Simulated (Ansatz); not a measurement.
# Amorphous SiO: valence band and core levels, part 2 of 7

How wide do site differences make the core lines of amorphous SiO?

Ansatz 0.2.0; DFT, LDA, plane-wave PAW, scalar-relativistic; PAW set soft_1.

So far: Set-up; Relaxing the atoms.

**3. Dynamics at 3400 K**

A short run with the thermostat set to 3400 K, starting from rest and too brief to equilibrate, lets the random network rearrange; the cutoff and mesh are cut down, since only a plausible structure is wanted. It starts from the last accepted geometry of the run before, which hadn't met its force target.

Input file input.yaml:

```yaml
crystal:
  lattice:
    - [7.9933902033, 0.0, 0.0]
    - [0.0, 7.9933902033, 0.0]
    - [0.0, 0.0, 7.9933902033]
  atoms:
    - { symbol: Si, position: [-0.00080579, 0.28765254, 0.82376924] }
    - { symbol: Si, position: [0.62471265, 0.08417092, 0.54210678] }
    - { symbol: Si, position: [0.51629533, 0.21425114, 0.79398338] }
    - { symbol: Si, position: [0.08460278, 0.27486147, 0.30522468] }
    - { symbol: Si, position: [0.43894592, 0.57747725, 0.77753955] }
    - { symbol: Si, position: [0.68372391, 0.30492193, 0.00661609] }
    - { symbol: Si, position: [1.01683776, 0.66511854, 0.37456923] }
    - { symbol: Si, position: [0.92170866, 0.07007152, 0.62421199] }
    - { symbol: Si, position: [0.13657434, 0.74774055, 0.74847028] }
    - { symbol: Si, position: [0.79034375, 0.84086762, 0.23920401] }
    - { symbol: Si, position: [0.20359509, 0.75092168, 0.15217861] }
    - { symbol: Si, position: [0.5327897, 0.58565401, 1.07712995] }
    - { symbol: Si, position: [0.47679044, 0.03091179, 0.27531635] }
    - { symbol: Si, position: [0.69905608, 0.39657141, 0.64214043] }
    - { symbol: Si, position: [0.40998687, 0.307577, 0.32166752] }
    - { symbol: O, position: [0.89187239, 0.43268887, 0.70585044] }
    - { symbol: O, position: [1.00461429, 0.89472399, 0.69429502] }
    - { symbol: O, position: [0.33969429, 0.59446416, 0.15012716] }
    - { symbol: O, position: [0.54956094, 0.37991152, 0.16891894] }
    - { symbol: O, position: [0.88093147, 0.25512892, 0.00594504] }
    - { symbol: O, position: [0.67397848, 1.01557747, 0.19630069] }
    - { symbol: O, position: [1.01729652, 0.13782275, 0.45021548] }
    - { symbol: O, position: [0.14862717, 0.76977426, 0.9524059] }
    - { symbol: O, position: [0.32545653, 0.90763241, 0.21524096] }
    - { symbol: O, position: [0.68188076, 0.2834572, 0.46494277] }
    - { symbol: O, position: [0.68626488, 0.50852028, 0.95619979] }
    - { symbol: O, position: [0.58464655, 0.56952656, 0.62796234] }
    - { symbol: O, position: [0.63892189, 0.70938524, 0.19802561] }
    - { symbol: O, position: [0.37886453, 0.37818984, 0.78714498] }
    - { symbol: O, position: [0.99577986, 0.45944223, 0.35104166] }
kpoints:
  mp_grid: { grid: [1, 1, 1] }
scf:
  occupations: { method: fermi_dirac, width: 0.1 }
  n_extra_bands: 21
hamiltonian:
  xc: lda
  pseudopotentials: { kind: paw, azcp: { folder: soft_1 }, xc_functional: pbe }
output:
  forces: true
basis:
  ecutwfc: 320
md:
  timestep: 1.5
  n_steps: 495
  ensemble: nvt_langevin
  temperature: 3400
  seed: 0
```

Started as:

```console
> ansatz run input.yaml --threads 8 --pin off --max-ram 23552MiB --backend cpu --events-out ev --progress --plain --runs-dir out
```

Numbers of over 12 decimals in the logs are rounded to 6 here.

What it wrote:

```text
Warning: md: disabling space-group detection — thermal motion breaks the input geometry's symmetry, so no spatial operation reduces the k-mesh or symmetrises the density; time reversal is kept, so that k and −k are solved as one point where they differ and the mesh holds both, and exact exchange and, on two spinor components, a DFT+U term hold to it where the run has them: on two components no moment then forms, and  [...]
[...]
Crystal: 30 atoms, lattice volume = 510.732 Å³
Basis set: ecut = 320 eV, 6619 PW (Γ)
Bands: 96, of which v1, the nominal top of the filled ones, is band 75 counted from 1 (74 counted from 0)
Symmetry: 1 space group operations
k-points: 1
[...]
SCF iter   1: F=—  HF=-17469.301514 eV  |F-HF|=—  |Δ(HF+E_count)|=         —  Δρ=6.25e-2  dr2=2.87e1  ethr=3.10e-3  ⟨swp⟩=8.0  Hψ=526  notcnv=0  defer=1
[...]
SCF iter  14: F=-17460.871115 eV  HF=-17460.871115 eV  |F-HF|=1.03e-9  |Δ(HF+E_count)|=   7.92e-9  Δρ=7.71e-7  dr2=5.63e-9  ethr=2.00e-11  ⟨swp⟩=4.0  Hψ=311  notcnv=0
SCF 1 converged in 14 iterations: F = -17460.871115 eV  dr2 = 5.63e-9
[...]
md step     0: t =     0.00 fs  T =     0.0 K  F+E_penalty+E_count = -17460.87111519 eV  E_kin = 0.000000 eV  (14 SCF iters)
[...]
SCF iter   7: F=-17460.868886 eV  HF=-17460.868886 eV  |F-HF|=3.47e-9  |Δ(HF+E_count)|=   2.69e-9  Δρ=1.78e-6  dr2=2.53e-8  ethr=2.00e-11  ⟨swp⟩=3.0  Hψ=414  notcnv=0
SCF 2 converged in 7 iterations: F = -17460.868886 eV  dr2 = 2.53e-8
md step     1: t =     1.50 fs  T =   106.9 K  F+E_penalty+E_count = -17460.86888590 eV  E_kin = 0.414691 eV  (7 SCF iters)
[...]
SCF iter   8: F=-17460.847562 eV  HF=-17460.847562 eV  |F-HF|=1.63e-9  |Δ(HF+E_count)|=   2.21e-8  Δρ=1.58e-6  dr2=1.60e-8  ethr=2.00e-11  ⟨swp⟩=5.0  Hψ=314  notcnv=0
SCF 3 converged in 8 iterations: F = -17460.847562 eV  dr2 = 1.60e-8
[...]
md step     2: t =     3.00 fs  T =   225.2 K  F+E_penalty+E_count = -17460.84756234 eV  E_kin = 0.873408 eV  (8 SCF iters)
[... from here on, the SCF cycles and remarks between the steps are left out ...]
md step     3: t =     4.50 fs  T =   309.3 K  F+E_penalty+E_count = -17460.79232313 eV  E_kin = 1.199377 eV  (8 SCF iters)
md step     4: t =     6.00 fs  T =   358.8 K  F+E_penalty+E_count = -17460.70461448 eV  E_kin = 1.391391 eV  (9 SCF iters)
md step     5: t =     7.50 fs  T =   392.3 K  F+E_penalty+E_count = -17460.58920789 eV  E_kin = 1.521251 eV  (7 SCF iters)
md step     6: t =     9.00 fs  T =   487.6 K  F+E_penalty+E_count = -17460.44268667 eV  E_kin = 1.890859 eV  (8 SCF iters)
md step     7: t =    10.50 fs  T =   526.2 K  F+E_penalty+E_count = -17460.24793343 eV  E_kin = 2.040365 eV  (7 SCF iters)
md step     8: t =    12.00 fs  T =   531.0 K  F+E_penalty+E_count = -17460.03168445 eV  E_kin = 2.058978 eV  (8 SCF iters)
md step     9: t =    13.50 fs  T =   569.9 K  F+E_penalty+E_count = -17459.83407894 eV  E_kin = 2.210065 eV  (7 SCF iters)
md step    10: t =    15.00 fs  T =   721.8 K  F+E_penalty+E_count = -17459.65878156 eV  E_kin = 2.799079 eV  (8 SCF iters)
md step    11: t =    16.50 fs  T =   759.9 K  F+E_penalty+E_count = -17459.48779614 eV  E_kin = 2.946875 eV  (7 SCF iters)
md step    12: t =    18.00 fs  T =   793.9 K  F+E_penalty+E_count = -17459.31416611 eV  E_kin = 3.078695 eV  (7 SCF iters)
md step    13: t =    19.50 fs  T =   868.9 K  F+E_penalty+E_count = -17459.14501848 eV  E_kin = 3.369354 eV  (7 SCF iters)
md step    14: t =    21.00 fs  T =   885.9 K  F+E_penalty+E_count = -17458.98117441 eV  E_kin = 3.435158 eV  (7 SCF iters)
md step    15: t =    22.50 fs  T =  1108.3 K  F+E_penalty+E_count = -17458.80656835 eV  E_kin = 4.297842 eV  (7 SCF iters)
md step    16: t =    24.00 fs  T =  1137.9 K  F+E_penalty+E_count = -17458.56613652 eV  E_kin = 4.412667 eV  (7 SCF iters)
md step    17: t =    25.50 fs  T =  1129.2 K  F+E_penalty+E_count = -17458.24765350 eV  E_kin = 4.378653 eV  (7 SCF iters)
md step    18: t =    27.00 fs  T =  1049.2 K  F+E_penalty+E_count = -17457.94591056 eV  E_kin = 4.068675 eV  (7 SCF iters)
md step    19: t =    28.50 fs  T =  1046.6 K  F+E_penalty+E_count = -17457.75727619 eV  E_kin = 4.058473 eV  (7 SCF iters)
md step    20: t =    30.00 fs  T =  1106.4 K  F+E_penalty+E_count = -17457.69265899 eV  E_kin = 4.290445 eV  (8 SCF iters)
md step    21: t =    31.50 fs  T =  1087.2 K  F+E_penalty+E_count = -17457.70567186 eV  E_kin = 4.216115 eV  (7 SCF iters)
md step    22: t =    33.00 fs  T =  1080.7 K  F+E_penalty+E_count = -17457.68774475 eV  E_kin = 4.190699 eV  (7 SCF iters)
md step    23: t =    34.50 fs  T =  1094.9 K  F+E_penalty+E_count = -17457.60328151 eV  E_kin = 4.245782 eV  (7 SCF iters)
md step    24: t =    36.00 fs  T =  1080.9 K  F+E_penalty+E_count = -17457.46888204 eV  E_kin = 4.191536 eV  (7 SCF iters)
md step    25: t =    37.50 fs  T =  1057.8 K  F+E_penalty+E_count = -17457.31530693 eV  E_kin = 4.102021 eV  (6 SCF iters)
md step    26: t =    39.00 fs  T =  1152.7 K  F+E_penalty+E_count = -17457.19894811 eV  E_kin = 4.469767 eV  (7 SCF iters)
md step    27: t =    40.50 fs  T =  1192.2 K  F+E_penalty+E_count = -17457.11026797 eV  E_kin = 4.622967 eV  (7 SCF iters)
md step    28: t =    42.00 fs  T =  1297.6 K  F+E_penalty+E_count = -17456.99560381 eV  E_kin = 5.031738 eV  (7 SCF iters)
md step    29: t =    43.50 fs  T =  1264.0 K  F+E_penalty+E_count = -17456.85786336 eV  E_kin = 4.901715 eV  (7 SCF iters)
md step    30: t =    45.00 fs  T =  1331.1 K  F+E_penalty+E_count = -17456.74083612 eV  E_kin = 5.161850 eV  (9 SCF iters)
md step    31: t =    46.50 fs  T =  1398.8 K  F+E_penalty+E_count = -17456.66547021 eV  E_kin = 5.424409 eV  (7 SCF iters)
md step    32: t =    48.00 fs  T =  1440.5 K  F+E_penalty+E_count = -17456.67599775 eV  E_kin = 5.585981 eV  (7 SCF iters)
md step    33: t =    49.50 fs  T =  1458.0 K  F+E_penalty+E_count = -17456.79023539 eV  E_kin = 5.653914 eV  (7 SCF iters)
md step    34: t =    51.00 fs  T =  1542.7 K  F+E_penalty+E_count = -17456.90034208 eV  E_kin = 5.982134 eV  (8 SCF iters)
md step    35: t =    52.50 fs  T =  1686.8 K  F+E_penalty+E_count = -17456.91991038 eV  E_kin = 6.541076 eV  (8 SCF iters)
md step    36: t =    54.00 fs  T =  1671.3 K  F+E_penalty+E_count = -17456.81823842 eV  E_kin = 6.480935 eV  (8 SCF iters)
md step    37: t =    55.50 fs  T =  1629.0 K  F+E_penalty+E_count = -17456.60451397 eV  E_kin = 6.316796 eV  (8 SCF iters)
md step    38: t =    57.00 fs  T =  1635.1 K  F+E_penalty+E_count = -17456.34841047 eV  E_kin = 6.340404 eV  (8 SCF iters)
md step    39: t =    58.50 fs  T =  1526.3 K  F+E_penalty+E_count = -17456.09095549 eV  E_kin = 5.918780 eV  (8 SCF iters)
[...]
md step    59: t =    88.50 fs  T =  2013.4 K  F+E_penalty+E_count = -17454.65798004 eV  E_kin = 7.807379 eV  (8 SCF iters)
md step    60: t =    90.00 fs  T =  2114.4 K  F+E_penalty+E_count = -17454.86616774 eV  E_kin = 8.199371 eV  (9 SCF iters)
md step    61: t =    91.50 fs  T =  2203.4 K  F+E_penalty+E_count = -17455.06380011 eV  E_kin = 8.544308 eV  (8 SCF iters)
md step    62: t =    93.00 fs  T =  2277.8 K  F+E_penalty+E_count = -17455.13805808 eV  E_kin = 8.832900 eV  (8 SCF iters)
md step    63: t =    94.50 fs  T =  2327.8 K  F+E_penalty+E_count = -17455.05693262 eV  E_kin = 9.026561 eV  (8 SCF iters)
md step    64: t =    96.00 fs  T =  2389.6 K  F+E_penalty+E_count = -17454.84116780 eV  E_kin = 9.266361 eV  (8 SCF iters)
md step    65: t =    97.50 fs  T =  2256.5 K  F+E_penalty+E_count = -17454.47274133 eV  E_kin = 8.750241 eV  (7 SCF iters)
md step    66: t =    99.00 fs  T =  2217.6 K  F+E_penalty+E_count = -17454.02262082 eV  E_kin = 8.599216 eV  (8 SCF iters)
md step    67: t =   100.50 fs  T =  2267.0 K  F+E_penalty+E_count = -17453.61925635 eV  E_kin = 8.791144 eV  (8 SCF iters)
md step    68: t =   102.00 fs  T =  2253.5 K  F+E_penalty+E_count = -17453.34823781 eV  E_kin = 8.738520 eV  (8 SCF iters)
md step    69: t =   103.50 fs  T =  2174.9 K  F+E_penalty+E_count = -17453.18193091 eV  E_kin = 8.433800 eV  (8 SCF iters)
[...]
SCF iter  10: F=-17453.108053 eV  HF=-17453.108053 eV  |F-HF|=3.60e-10  |Δ(HF+E_count)|=   9.32e-9  Δρ=1.36e-6  dr2=1.10e-8  ethr=2.00e-11  ⟨swp⟩=5.0  Hψ=308  notcnv=0
SCF 71 converged in 10 iterations: F = -17453.108053 eV  dr2 = 1.10e-8
md step    70: t =   105.00 fs  T =  2138.6 K  F+E_penalty+E_count = -17453.10805318 eV  E_kin = 8.293157 eV  (10 SCF iters)
SCF iter   1: F=—  HF=-17453.107426 eV  |F-HF|=—  |Δ(HF+E_count)|=         —  Δρ=7.12e-4  dr2=1.83e-3  ethr=1.15e-5  ⟨swp⟩=6.0  Hψ=297  notcnv=0  defer=2
[...]
```

It took 4.2 min on 8 threads of Intel Xeon 6975P-C (Granite Rapids), shared host; peak memory 0.47 GiB.

In the SCF lines HF is the Harris–Foulkes energy and dr2 the Hartree energy of the density residual, in eV; the loop may stop once dr2 is under the threshold and the program's other checks hold. Hψ counts applications of the Hamiltonian.

The trajectory, sampled:

```csv
time (fs),T (K),potential (meV/atom)
0.0,0,0.0
49.5,1458,136.0
99.0,2218,228.3
148.5,2454,358.3
198.0,2648,250.2
247.5,2663,261.4
297.0,3137,381.9
346.5,3264,461.1
396.0,3252,473.2
445.5,3679,489.2
495.0,3043,563.4
544.5,3885,399.7
594.0,3618,393.7
643.5,3948,404.5
693.0,4311,314.0
742.5,3372,500.9
```

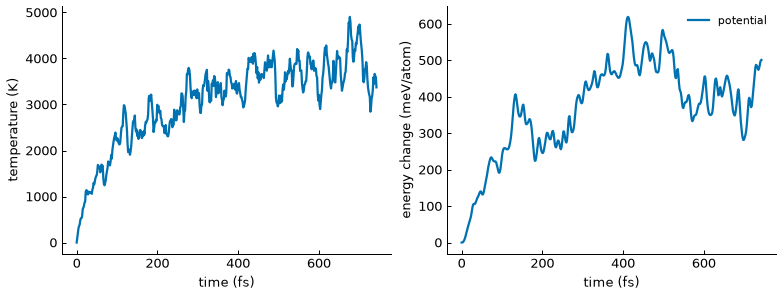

Temperature and energies against time.

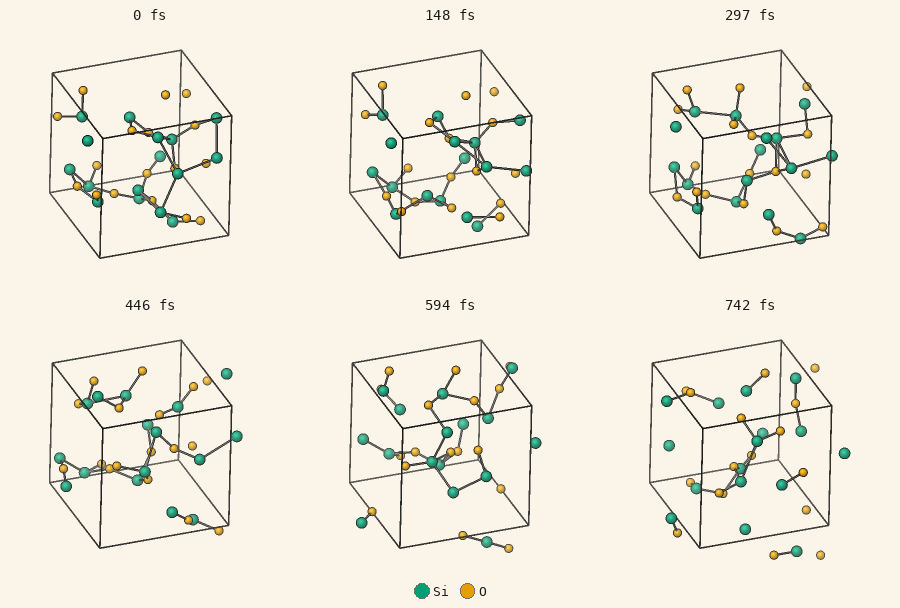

6 frames of the run. Bonds to atoms that aren't drawn are left out.

Mean square displacement at the end: Si 3.2 Å², O 4.5 Å².

Positions (Å) and forces (eV/Å) at 742.5 fs:

```xyz
30
Lattice="7.993 0.000 0.000 0.000 7.993 0.000 0.000 0.000 7.993" Properties=species:S:1:pos:R:3:forces:R:3 pbc="T T T"
Si   -0.202    5.135    7.051   -0.111   -0.792   -0.254
Si    5.263    0.607    2.894   -6.294    3.235    3.528
Si    4.275    2.155    5.151   -4.273    1.181   -3.068
Si   -0.803    2.516    0.773   -1.426   -0.250    1.235
Si    4.767    5.211    6.744    0.979   -2.681    1.693
Si    6.377    0.823   -1.874    2.227    1.125   -0.671
Si    8.901    7.374    2.642    1.949   -2.669    0.213
Si    9.385    1.269    3.849   -1.310    2.772    1.926
Si    4.040    7.648    4.724   -1.059   -1.023   -0.229
Si    6.837    7.667    2.156    1.877   -3.764   -1.684
Si    2.344    6.559   -0.051   -2.882   -7.719    2.501
Si    4.518    5.256    9.571    3.906    0.298   -5.471
Si    3.486    1.698   -0.329   -0.577   -0.827   -0.230
Si    7.948    4.489    3.840    0.693   -1.842    2.524
Si    3.434    2.415    2.471    1.916    0.689    0.146
O     7.778    5.035    5.427   -0.198   -0.619   -2.865
O    10.555    9.030    5.064    1.323   -0.247   -0.698
O     3.495    5.291    0.082    0.132    2.944    0.976
O     3.720    4.257    2.414   -1.256   -2.143    1.785
O     8.595    2.616   -3.542   -0.350    0.291   -1.318
O     4.789    8.391   -1.597   -2.783   -0.255   -0.406
O     9.853    1.833    2.333    1.560    0.617    0.056
O     1.407    5.491    7.125    0.127    1.259    0.805
O     2.521    7.939   -0.440    1.911    7.707   -1.509
O     6.154   -0.427    4.126    0.154    1.083   -1.249
O     5.610    4.477    8.174   -1.667    0.118    0.746
O     5.769    2.309    5.462    4.870   -0.475    0.333
O     5.683    6.446    1.583   -0.293    0.525    1.197
O     3.702    3.270    6.196   -0.500   -0.545    1.118
O     7.776    2.970   -0.561    1.354    2.008   -1.128
```

The pair distribution g(r) has structure finer than the step of the table below, so its rows give means over 0.25 Å, whole bins alone (the curve runs from 0.0350 to 5.56 Å). Peaks (Å: height): Si–Si 2.343: 1.18, 2.693: 1.78, 3.182: 2.30, 4.022: 1.52, 4.511: 1.21, 5.001: 1.55, 5.211: 1.69; Si–O 1.644: 5.97, 2.063: 2.35, 3.742: 1.98; O–O 2.343: 2.82, 2.553: 2.28, 2.763: 2.62, 2.903: 2.22, 3.042: 2.30, 4.441: 1.51, 5.001: 1.57.

From the last frames. Pair distribution g(r) against r; means over each step:

```csv
r (Å),Si–Si,Si–O,O–O
1.00,0,0,0
1.25,0,0.0421,0
1.50,0,2.29,0
1.75,0,3.89,0
2.00,0.440,1.31,0
2.25,0.594,0.710,1.15
2.50,0.746,0.339,1.53
2.75,1.29,0.272,1.99
3.00,0.795,0.388,1.78
3.25,1.51,0.749,0.386
3.50,0.881,0.924,0.478
3.75,1.03,1.62,0.611
4.00,1.20,1.07,0.788
4.25,0.738,1.04,0.678
4.50,0.926,1.31,1.16
4.75,0.834,0.754,0.803
5.00,1.29,0.853,1.40
5.25,1.43,0.909,0.864
```

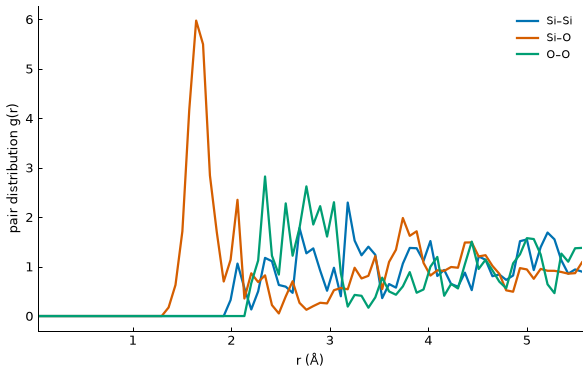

Pair distribution g(r) against r.

Beyond half the shortest lattice vector, 4.0 Å, g(r) counts periodic images.

A gap read on the k-mesh alone can miss the band edges.

This step gave:

```yaml
free_energy: -17445.8433 eV
energy_at_zero_smearing: -17445.7767 eV
smearing_term_ts: 0.1332 eV
fermi_energy: 4.445 eV
symmetry_operations: 1
gap_on_the_k_mesh: 0.5231 eV
```

(Part 2 of 7 ends here.)

[Logs are printed without paths, hosts, clocks, repeated set-up lines and the standing remarks that a program may print on its own settings, such as how far it seeks lower states.]

[Hosts, paths, dates, database ids (printed as entryN), source tags and the programs' standing remarks are cut or masked in the printed files.]

[Maps of the electrostatic potential energy from Ansatz leave out the sawtooth potential of an applied field or a dipole correction, so their vacuum need not be flat; work functions include it.]
